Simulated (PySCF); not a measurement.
```xyz
13

C    -1.0527    2.6021    0.5641
C    -0.9435    1.4698    0.1746
Ge   -0.6816   -0.3313   -0.4193
N    -1.7612   -1.4472    0.4911
O     0.8944   -0.9178    0.0963
C     2.1305   -0.2916   -0.1483
H    -1.1709    3.5923    0.9040
H    -0.7701   -0.3419   -1.9407
H    -1.3486   -2.3430    0.7081
H    -2.7062   -1.5796    0.1646
H     2.1245    0.7546    0.1686
H     2.3969   -0.3331   -1.2079
H     2.8839   -0.8328    0.4271
```

Geometry: GFN2-xTB.

Theory: PySCF, CAM-B3LYP/def2-SVPD, SCF density, gas phase.

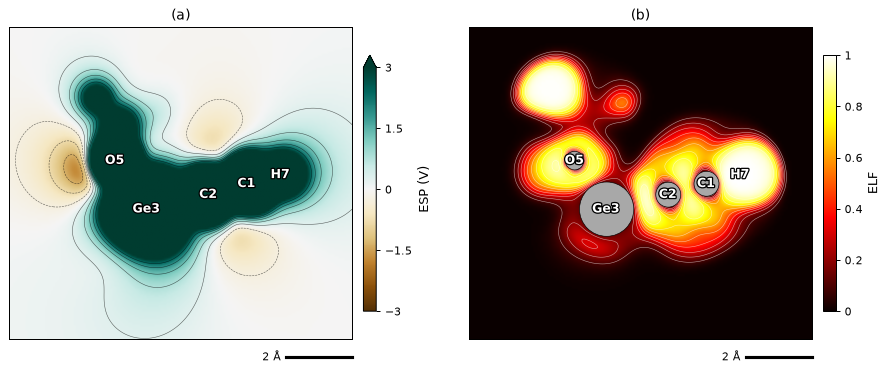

C₃H₇GeNO. (a) electrostatic potential; (b) ELF on the plane of atoms C2, Ge3 and O5. Grey discs cover the atomic cores in the ELF map.

Q: What do the fields say about this system?

A: Atoms in the plane: C, Ge, O and H. C–C (1.20 Å): the ELF peaks at about 0.85 between the atoms (a short, multiple covalent bond). Ge–O (1.76 Å): the ELF peaks at about 0.85 in the valence shell of O, 0.6 Å from its nucleus, and is about 0.35 at the midpoint. C–Ge (1.91 Å): the ELF peaks at about 0.95 in the valence shell of C, 0.7 Å from its nucleus, and is about 0.65 at the midpoint. C–H (1.05 Å): the ELF climbs to about 1 towards the hydrogen, as it does in any bond to H; an ordinary covalent bond to hydrogen. The ELF also peaks beside O5, away from the bonds: lone-pair regions. Outside the dense part of the molecule the potential is most negative (−1.7 V) near O5.
